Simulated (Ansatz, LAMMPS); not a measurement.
# Ionic liquid ethylammonium Br- with Li salt, from a frame at 400 K (162 atoms): geometry optimisation, part 2 of 3

Aim: bring ionic liquid ethylammonium Br- with Li salt, from a frame at 400 K (162 atoms) to a nearby minimum of the energy and see what moves.

Ansatz 0.2.0; Kohn-Sham DFT, PBEsol, PAW (set soft_2), plane waves.

The cell: 26 C, 13 N, 104 H, 16 Br and 3 Li. The network of contacts between molecules at the start is that of the classical potential that made the cell. The functional has no dispersion term. The density was typed from a rule of thumb and may lie off the real one at this temperature. The Brillouin zone is sampled at Γ only, in a cell whose shortest periodic width is 12 Å.

So far. Step 3 (Single point at the start): Neighbours are counted within 1.34 Å (H-C), 1.27 Å (H-N), 1.85 Å (C-C), 1.79 Å (C-N), 3.23 Å (Br-Li).

**4. Relaxation**

With the cell held, the atoms are moved downhill towards a nearby minimum.

Contents of input.yaml:

```yaml
crystal:
  lattice:
    - [12.44903, 0.0, 0.0]
    - [0.0, 12.44903, 0.0]
    - [0.0, 0.0, 12.44903]
  atoms:
    [... the 162 atom lines of step 3 ...]
kpoints:
  mp_grid: { grid: [1, 1, 1] }
hamiltonian:
  xc: pbesol
scf:
  occupations: { method: fixed }
output:
  forces: true
relax:
  f_tol: 0.05
  max_steps: 200
```

Started as:

```console
ansatz run input.yaml --threads 4 --pin off --max-ram 8192MiB --backend cpu --events-out ev --progress --plain --runs-dir out
```

Numbers of over 12 decimals in the logs are rounded to 6 here.

The log of the run:

```text
[...]
Crystal: 162 atoms, lattice volume = 1929.330 Å³
Basis set: ecut = 420 eV, 37561 PW (Γ), exchange–correlation on 180×180×180 points (8 copies of the dense FFT grid, shifted against one another)
Bands: 359, of which v1, the nominal top of the filled ones, is band 197 counted from 1 (196 counted from 0)
Symmetry: 1 space group operations
[...]
k-points: 1
[...]
SCF iter   1: F=—  HF=-57405.388719 eV  |F-HF|=—  |Δ(HF+E_count)|=         —  Δρ=5.00e-3  dr2=5.85e-1  ethr=1.77e-3  ⟨swp⟩=5.0  Hψ=1162  notcnv=0  defer=158
[...]
SCF iter   3: F=—  HF=-57405.244481 eV  |F-HF|=—  |Δ(HF+E_count)|=   1.32e-2  Δρ=7.58e-4  dr2=1.46e-2  ethr=2.36e-5  ⟨swp⟩=3.0  Hψ=392  notcnv=0  defer=56
automatic band count: iteration 3 solves 255 bands in place of 359: the levels show a gap, and the empty bands left out lie too high to hold charge; the band table lists the bands solved (type scf.n_extra_bands for more)
SCF iter   4: F=—  HF=-57405.246866 eV  |F-HF|=—  |Δ(HF+E_count)|=   2.39e-3  Δρ=2.17e-4  dr2=1.06e-3  ethr=3.70e-6  ⟨swp⟩=2.0  Hψ=446  notcnv=0  defer=56
[...]
SCF iter   6: F=-57405.247595 eV  HF=-57405.247584 eV  |F-HF|=1.10e-5  |Δ(HF+E_count)|=   9.93e-5  Δρ=2.68e-5  dr2=1.35e-5  ethr=1.59e-8  ⟨swp⟩=3.0  Hψ=898  notcnv=0
SCF 1 converged in 6 iterations: F = -57405.247595 eV  dr2 = 1.35e-5
[...]
relax step   1: F+E_penalty+E_count = -57405.24759510 eV  Δ(F+E_penalty+E_count) = +0.000e0 eV  max|allowed force component| = 3.773e0 eV/Å  Δτ_max = 0.0000 Å  (6 SCF iters, dr2 threshold 6.25e-5 eV, accepted)
[... from here on, the SCF cycles and remarks between the steps are left out ...]
relax step   2: F+E_penalty+E_count = -57411.67243630 eV  Δ(F+E_penalty+E_count) = -6.425e0 eV  max|allowed force component| = 1.573e0 eV/Å  Δτ_max = 0.1950 Å  (7 SCF iters, dr2 threshold 1.00e-4 eV, accepted)
relax step   3: F+E_penalty+E_count = -57413.41330326 eV  Δ(F+E_penalty+E_count) = -1.741e0 eV  max|allowed force component| = 5.306e-1 eV/Å  Δτ_max = 0.1923 Å  (7 SCF iters, dr2 threshold 1.00e-4 eV, accepted)
relax step   4: F+E_penalty+E_count = -57413.97753605 eV  Δ(F+E_penalty+E_count) = -5.642e-1 eV  max|allowed force component| = 3.235e-1 eV/Å  Δτ_max = 0.1975 Å  (6 SCF iters, dr2 threshold 3.21e-5 eV, accepted)
relax step   5: F+E_penalty+E_count = -57414.44260031 eV  Δ(F+E_penalty+E_count) = -4.651e-1 eV  max|allowed force component| = 3.735e-1 eV/Å  Δτ_max = 0.1929 Å  (7 SCF iters, dr2 threshold 1.19e-5 eV, accepted)
relax step   6: F+E_penalty+E_count = -57414.75964773 eV  Δ(F+E_penalty+E_count) = -3.170e-1 eV  max|allowed force component| = 2.765e-1 eV/Å  Δτ_max = 0.2000 Å  (6 SCF iters, dr2 threshold 5.18e-5 eV, accepted)
relax step   7: F+E_penalty+E_count = -57414.99767740 eV  Δ(F+E_penalty+E_count) = -2.380e-1 eV  max|allowed force component| = 3.939e-1 eV/Å  Δτ_max = 0.1936 Å  (6 SCF iters, dr2 threshold 4.19e-5 eV, accepted)
relax step   8: F+E_penalty+E_count = -57415.18119942 eV  Δ(F+E_penalty+E_count) = -1.835e-1 eV  max|allowed force component| = 5.131e-1 eV/Å  Δτ_max = 0.1940 Å  (6 SCF iters, dr2 threshold 8.51e-5 eV, accepted)
relax step   9: F+E_penalty+E_count = -57415.32235261 eV  Δ(F+E_penalty+E_count) = -1.412e-1 eV  max|allowed force component| = 5.628e-1 eV/Å  Δτ_max = 0.1926 Å  (6 SCF iters, dr2 threshold 1.00e-4 eV, accepted)
relax step  10: F+E_penalty+E_count = -57415.43113834 eV  Δ(F+E_penalty+E_count) = -1.088e-1 eV  max|allowed force component| = 6.927e-1 eV/Å  Δτ_max = 0.1950 Å  (6 SCF iters, dr2 threshold 1.00e-4 eV, accepted)
relax step  11: F+E_penalty+E_count = -57415.51663690 eV  Δ(F+E_penalty+E_count) = -8.550e-2 eV  max|allowed force component| = 5.995e-1 eV/Å  Δτ_max = 0.1844 Å  (6 SCF iters, dr2 threshold 1.00e-4 eV, accepted)
relax step  12: F+E_penalty+E_count = -57415.59241659 eV  Δ(F+E_penalty+E_count) = -7.578e-2 eV  max|allowed force component| = 4.173e-1 eV/Å  Δτ_max = 0.1061 Å  (5 SCF iters, dr2 threshold 1.00e-4 eV, accepted)
relax step  13: F+E_penalty+E_count = -57415.65529006 eV  Δ(F+E_penalty+E_count) = -6.287e-2 eV  max|allowed force component| = 1.959e-1 eV/Å  Δτ_max = 0.1719 Å  (6 SCF iters, dr2 threshold 8.44e-5 eV, accepted)
relax step  14: F+E_penalty+E_count = -57415.69004550 eV  Δ(F+E_penalty+E_count) = -3.476e-2 eV  max|allowed force component| = 3.268e-1 eV/Å  Δτ_max = 0.1950 Å  (7 SCF iters, dr2 threshold 8.45e-6 eV, accepted)
relax step  15: F+E_penalty+E_count = -57415.70960341 eV  Δ(F+E_penalty+E_count) = -1.956e-2 eV  max|allowed force component| = 3.688e-1 eV/Å  Δτ_max = 0.1726 Å  (6 SCF iters, dr2 threshold 2.35e-5 eV, accepted)
relax step  16: F+E_penalty+E_count = -57415.73039353 eV  Δ(F+E_penalty+E_count) = -2.079e-2 eV  max|allowed force component| = 3.062e-1 eV/Å  Δτ_max = 0.1370 Å  (5 SCF iters, dr2 threshold 1.00e-4 eV, accepted)
relax step  17: F+E_penalty+E_count = -57415.75268600 eV  Δ(F+E_penalty+E_count) = -2.229e-2 eV  max|allowed force component| = 2.150e-1 eV/Å  Δτ_max = 0.1882 Å  (5 SCF iters, dr2 threshold 6.46e-5 eV, accepted)
relax step  18: F+E_penalty+E_count = -57415.76336352 eV  Δ(F+E_penalty+E_count) = -1.068e-2 eV  max|allowed force component| = 1.946e-1 eV/Å  Δτ_max = 0.1899 Å  (6 SCF iters, dr2 threshold 2.28e-5 eV, accepted)
relax step  19: F+E_penalty+E_count = -57415.77276766 eV  Δ(F+E_penalty+E_count) = -9.404e-3 eV  max|allowed force component| = 1.559e-1 eV/Å  Δτ_max = 0.0878 Å  (6 SCF iters, dr2 threshold 1.87e-5 eV, accepted)
relax step  20: F+E_penalty+E_count = -57415.78083299 eV  Δ(F+E_penalty+E_count) = -8.065e-3 eV  max|allowed force component| = 7.892e-2 eV/Å  Δτ_max = 0.0528 Å  (5 SCF iters, dr2 threshold 1.56e-5 eV, accepted)
relax step  21: F+E_penalty+E_count = -57415.79151814 eV  Δ(F+E_penalty+E_count) = -1.069e-2 eV  max|allowed force component| = 1.034e-1 eV/Å  Δτ_max = 0.1268 Å  (8 SCF iters, accepted)
relax step  22: F+E_penalty+E_count = -57415.79779942 eV  Δ(F+E_penalty+E_count) = -6.281e-3 eV  max|allowed force component| = 2.184e-1 eV/Å  Δτ_max = 0.1267 Å  (7 SCF iters, dr2 threshold 2.74e-6 eV, accepted)
relax step  23: F+E_penalty+E_count = -57415.80623862 eV  Δ(F+E_penalty+E_count) = -8.439e-3 eV  max|allowed force component| = 2.475e-1 eV/Å  Δτ_max = 0.0748 Å  (5 SCF iters, dr2 threshold 4.77e-5 eV, accepted)
relax step  24: F+E_penalty+E_count = -57415.82870639 eV  Δ(F+E_penalty+E_count) = -2.247e-2 eV  max|allowed force component| = 2.781e-1 eV/Å  Δτ_max = 0.1952 Å  (6 SCF iters, dr2 threshold 6.13e-5 eV, accepted)
relax step  25: F+E_penalty+E_count = -57415.84005183 eV  Δ(F+E_penalty+E_count) = -1.135e-2 eV  max|allowed force component| = 5.292e-1 eV/Å  Δτ_max = 0.1950 Å  (6 SCF iters, dr2 threshold 7.73e-5 eV, accepted)
relax step  26: F+E_penalty+E_count = -57415.84090923 eV  Δ(F+E_penalty+E_count) = -8.574e-4 eV  max|allowed force component| = 6.805e-1 eV/Å  Δτ_max = 0.1781 Å  (5 SCF iters, dr2 threshold 1.00e-4 eV, accepted)
relax step  27: F+E_penalty+E_count = -57415.92290297 eV  Δ(F+E_penalty+E_count) = -8.199e-2 eV  max|allowed force component| = 1.423e-1 eV/Å  Δτ_max = 0.2000 Å  (5 SCF iters, dr2 threshold 1.00e-4 eV, accepted)
relax step  28: F+E_penalty+E_count = -57415.92200127 eV  Δ(F+E_penalty+E_count) = +9.017e-4 eV  max|allowed force component| = 3.098e-1 eV/Å  Δτ_max = 0.0964 Å  (8 SCF iters, rejected (line search))
relax step  29: F+E_penalty+E_count = -57415.93564658 eV  Δ(F+E_penalty+E_count) = -1.274e-2 eV  max|allowed force component| = 3.023e-2 eV/Å  Δτ_max = 0.0474 Å  (8 SCF iters, accepted)
relax step  30: F+E_penalty+E_count = -57415.94548712 eV  Δ(F+E_penalty+E_count) = -9.841e-3 eV  max|allowed force component| = 6.068e-2 eV/Å  Δτ_max = 0.0978 Å  (8 SCF iters, accepted)
relax step  31: F+E_penalty+E_count = -57415.95252083 eV  Δ(F+E_penalty+E_count) = -7.034e-3 eV  max|allowed force component| = 1.383e-1 eV/Å  Δτ_max = 0.1259 Å  (8 SCF iters, accepted)
relax step  32: F+E_penalty+E_count = -57415.95699042 eV  Δ(F+E_penalty+E_count) = -4.470e-3 eV  max|allowed force component| = 9.543e-2 eV/Å  Δτ_max = 0.0502 Å  (5 SCF iters, dr2 threshold 1.91e-5 eV, accepted)
relax step  33: F+E_penalty+E_count = -57415.96129239 eV  Δ(F+E_penalty+E_count) = -4.302e-3 eV  max|allowed force component| = 4.838e-2 eV/Å  Δτ_max = 0.0749 Å  (6 SCF iters, dr2 threshold 4.33e-6 eV, accepted)
relax step  34: F+E_penalty+E_count = -57415.96129308 eV  Δ(F+E_penalty+E_count) = -6.887e-7 eV  max|allowed force component| = 4.839e-2 eV/Å  Δτ_max = 0.0000 Å  (4 SCF iters, accepted)
relax step  35: F+E_penalty+E_count = -57415.96375874 eV  Δ(F+E_penalty+E_count) = -2.466e-3 eV  max|allowed force component| = 5.585e-2 eV/Å  Δτ_max = 0.0630 Å  (8 SCF iters, accepted)
relax step  36: F+E_penalty+E_count = -57415.96587508 eV  Δ(F+E_penalty+E_count) = -2.116e-3 eV  max|allowed force component| = 4.191e-2 eV/Å  Δτ_max = 0.0599 Å  (6 SCF iters, dr2 threshold 3.12e-6 eV, accepted)
relax step  37: F+E_penalty+E_count = -57415.96587542 eV  Δ(F+E_penalty+E_count) = -3.403e-7 eV  max|allowed force component| = 4.193e-2 eV/Å  Δτ_max = 0.0000 Å  (3 SCF iters, accepted)
relax step  38: F+E_penalty+E_count = -57415.96749759 eV  Δ(F+E_penalty+E_count) = -1.622e-3 eV  max|allowed force component| = 4.865e-2 eV/Å  Δτ_max = 0.0643 Å  (8 SCF iters, accepted)
SCF converged after 8 iterations
Free energy (F): -57415.967498 eV
[...]
Internal energy: -57415.967498 eV  (E = F + TS)
E sigma→0 (E₀):  -57415.967498 eV
Fermi energy:    -0.585744 eV
[...]
--- Forces (eV/Å), atoms counted from 1 ---
  atom   1  C     -0.01271911    -0.00872352     0.00426066
  atom   2  C      0.01381461     0.00088712     0.00183667
  atom   3  N     -0.00995113     0.00778815     0.01591967
  atom   4  H      0.00037071     0.00086383     0.00287206
  atom   5  H      0.00525766     0.00495719    -0.00470480
  atom   6  H      0.00278608     0.00344408    -0.00199667
  atom   7  H     -0.00519520    -0.00500549    -0.00354293
  atom   8  H      0.00017907     0.00059127     0.00138502
  atom   9  H      0.00520121     0.00559782    -0.00710824
  atom  10  H      0.00007603    -0.00112090    -0.00210439
  atom  11  H     -0.00446117    -0.00738600    -0.00537366
  atom  12  C      0.00183420     0.00144939     0.00587727
  atom  13  C     -0.00106913    -0.00009029    -0.00273084
  atom  14  N      0.00936070    -0.00504010     0.00358888
[...]
atom 161  Li    -0.00309594     0.00080448     0.00053305
  atom 162  Li     0.00224685    -0.00166273     0.00559808
  max |Σ_I F_I| component: 5.27e-5 eV/Å
--- Relaxed structure (38 steps of the walk, 37 accepted, 0 SCFs on fresh bases) ---
  F+E_penalty+E_count = -57415.96749759 eV   max|allowed force component| = 4.865e-2 eV/Å
  atoms:
    - { symbol: C, position: [0.133251, 0.185102, 0.288510] }
    - { symbol: C, position: [0.068738, 0.284754, 0.311380] }
    - { symbol: N, position: [0.107401, 0.379077, 0.249298] }
    - { symbol: H, position: [0.129172, 0.165178, 0.202278] }
[...]
- { symbol: Li, position: [0.835572, 0.414629, 0.456422] }
```

Elapsed: 5.1 min, on 4 threads of Intel Xeon Platinum 8488C (Sapphire Rapids), shared host; peak memory 2.2 GiB.

Relaxation path (22 of 38):

```tsv
step	energy less that of the first step (eV)	largest force component (eV/Å)
1	0.0000	3.7726
3	-8.1657	0.5306
5	-9.1950	0.3735
6	-9.5121	0.2765
8	-9.9336	0.5131
10	-10.1835	0.6927
12	-10.3448	0.4173
13	-10.4077	0.1959
15	-10.4620	0.3688
17	-10.5051	0.2150
19	-10.5252	0.1559
20	-10.5332	0.0789
22	-10.5502	0.2184
24	-10.5811	0.2781
26	-10.5933	0.6805
27	-10.6753	0.1423
29	-10.6881	0.0302
31	-10.7049	0.1383
33	-10.7137	0.0484
34	-10.7137	0.0484
36	-10.7183	0.0419
38	-10.7199	0.0486
```

Relaxation step 28 was tried and not accepted.

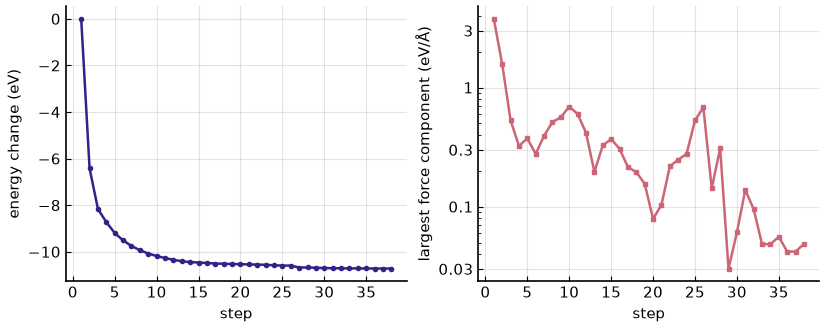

Energy and largest force along the relaxation.

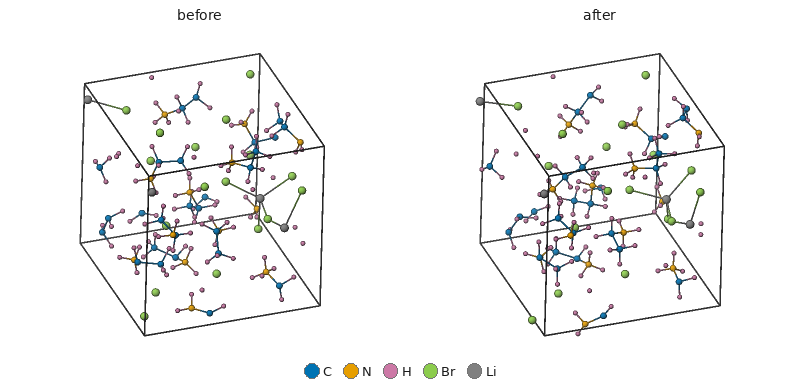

Before and after, at one scale. Bonds to atoms that aren't drawn are left out.

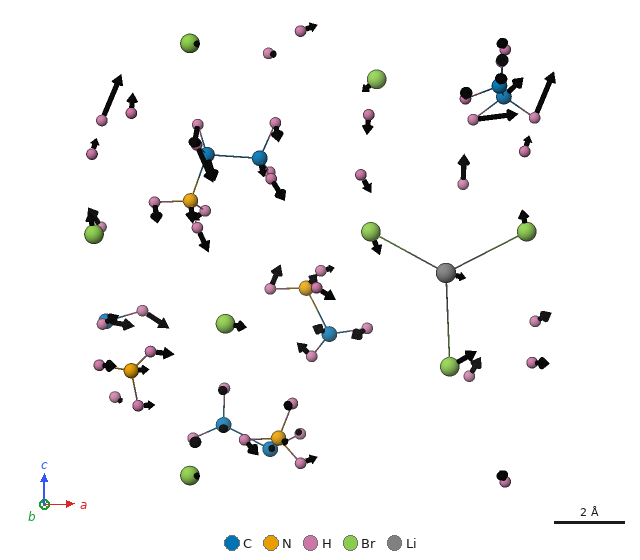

Displacements in the relaxation, scaled; the longest in the cell stands for 1.87 Å. Drawn is a slice 4 Å thick, seen along the normal of the ac plane. Bonds to atoms that aren't drawn are left out.

The atoms that moved most (Å):

```tsv
atom	dx	dy	dz	length
H39	0.740	0.424	1.661	1.867
H38	1.680	0.551	0.151	1.775
H97	-1.153	-0.062	-1.201	1.667
H18	0.539	-0.887	-1.287	1.653
H84	-0.418	-1.339	0.728	1.580
H28	1.447	0.610	-0.140	1.576
H98	-0.230	-0.763	-1.314	1.537
H19	-0.239	-1.301	-0.715	1.504
```

The relaxation changed the energy by -66.2 meV/atom, and atoms moved by 0.84 Å r.m.s., 1.9 Å at most.

**5. Local order after relaxation**

Bonds before and after, by the cutoffs listed below:

```tsv
pair	bonds before	bonds after	mean before (Å)	mean after (Å)	spread before (Å)	spread after (Å)
H-C	65	65	1.091	1.102	0.034	0.001
H-N	39	39	1.030	1.053	0.031	0.005
C-C	13	13	1.526	1.509	0.039	0.002
C-N	13	13	1.484	1.484	0.033	0.003
Br-Li	12	12	2.653	2.552	0.118	0.037
```

Density 1.63 g/cm³, 11.91 Å³ an atom.

g(r), total and by pair (bins of 0.2 Å):

```tsv
r (Å)	total	H-H	H-C	H-Br	H-N	H-Li	C-C
1.00	2.29	0.00	1.23	0.00	19.70	0.00	0.00
1.20	2.77	0.00	13.45	0.00	0.00	0.00	0.00
1.40	0.35	0.00	0.00	0.00	0.00	0.00	0.00
1.60	0.62	0.71	0.00	0.00	0.00	0.00	12.70
1.80	1.46	3.54	0.00	0.00	0.00	0.00	0.00
2.00	0.51	0.00	1.05	0.00	2.77	0.00	0.00
2.20	1.57	0.20	5.35	2.48	0.63	0.00	0.00
2.40	1.01	1.89	0.00	0.82	0.00	0.00	0.00
2.60	0.98	1.73	0.52	0.27	0.24	0.00	0.00
2.80	0.53	0.40	0.66	0.41	1.73	0.00	0.00
3.00	0.85	1.46	0.38	1.12	0.19	0.29	0.00
3.20	0.87	0.95	0.58	1.23	0.39	1.63	0.00
3.40	0.81	0.61	1.08	1.00	0.87	1.06	0.00
3.60	0.87	0.87	0.58	1.67	0.65	1.32	0.70
3.80	1.08	1.13	0.70	1.56	0.90	0.51	1.40
4.00	1.01	0.80	0.85	1.59	0.64	1.23	0.99
4.20	0.97	0.91	0.79	0.86	1.06	1.68	0.64
4.40	0.94	0.79	1.10	0.96	1.02	1.15	0.70
4.60	0.86	0.76	0.93	0.83	0.97	1.06	0.64
4.80	0.99	0.97	0.91	1.12	1.01	1.39	1.58
5.00	1.00	0.98	1.01	0.94	0.88	0.98	1.62
5.20	1.09	1.12	1.04	0.89	1.05	1.38	1.08
5.40	1.04	1.02	0.97	1.03	1.15	2.04	1.09
5.60	1.12	1.05	1.21	1.12	1.23	1.01	1.38
5.80	1.11	1.17	1.10	1.03	1.15	1.69	1.02
6.00	1.00	1.02	0.99	0.87	1.10	1.03	0.82
```

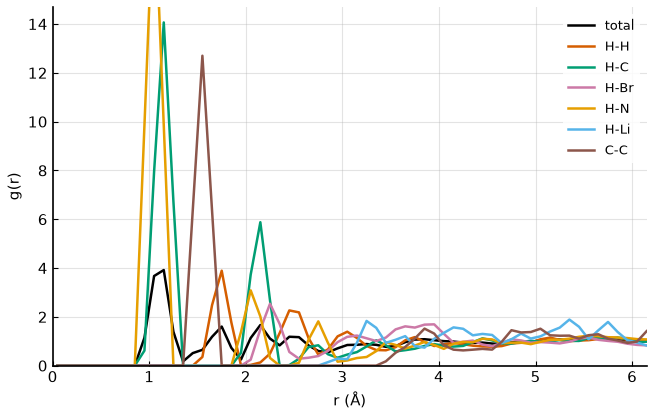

Pair distribution functions, lightly smoothed, with peaks cut at 14.

Bonds by pair of elements; cutoffs follow the first minimum of g(r), held within bounds set by covalent radii, and pairs that aren't listed don't count as bonded:

```tsv
pair A-B	cutoff (Å)	bonds	mean length (Å)	spread (Å)	shortest (Å)	B about A	A about B
H-C	1.34	65	1.10	0.001	1.1	0.625	2.5
H-N	1.27	39	1.05	0.005	1.04	0.375	3
C-C	1.85	13	1.51	0.002	1.50	1	1
C-N	1.79	13	1.48	0.003	1.48	0.5	1
Br-Li	3.02	12	2.55	0.037	2.47	0.75	4
```

How many atoms have how many bonded neighbours:

```tsv
element	mean	0	1	2	4
Br	0.75	6	8	2	0
C	4	0	0	0	26
H	1	0	104	0	0
Li	4	0	0	0	3
N	4	0	0	0	13
```

Bond angles, per cent of each kind in bins of 5°:

```tsv
angle (°)	C-C-H	H-C-H	C-N-H	H-N-H	H-C-N
100–105	0.0	0.0	0.0	5.1	0.0
105–110	10.8	100.0	30.8	74.4	100.0
110–115	89.2	0.0	69.2	20.5	0.0
```

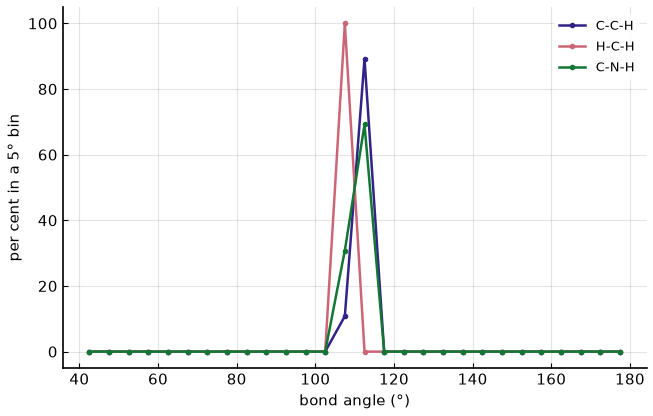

Distributions of the most common bond angles.

Bond angles (no mean is given where the spread exceeds 20°):

```tsv
angle	count	mean (°)	spread (°)
C-C-H	65	111	0.9
H-C-H	52	108	0.8
C-N-H	39	111	1.6
H-N-H	39	108	2.1
H-C-N	26	107	0.7
```

Bond length by coordination (bonds to H left out):

```tsv
element	coordination	atoms	mean bond length (Å)
Br	1	8	2.54
Br	2	2	2.57
```

By these cutoffs 50 % of Br atoms have 1, all C atoms have 4, all H atoms have 1 and all Li atoms have 4 bonded neighbours. The C-C-H angle averages 111° with a spread of 0.9°.

[end of part 2 of 3]

[Logs are printed without paths, hosts, clocks, repeated set-up lines and the standing remarks that a program may print on its own settings, such as how far it seeks lower states.]

[Hosts, paths, dates, database ids (printed as entryN), source tags and the programs' standing remarks are cut or masked in the printed files.]
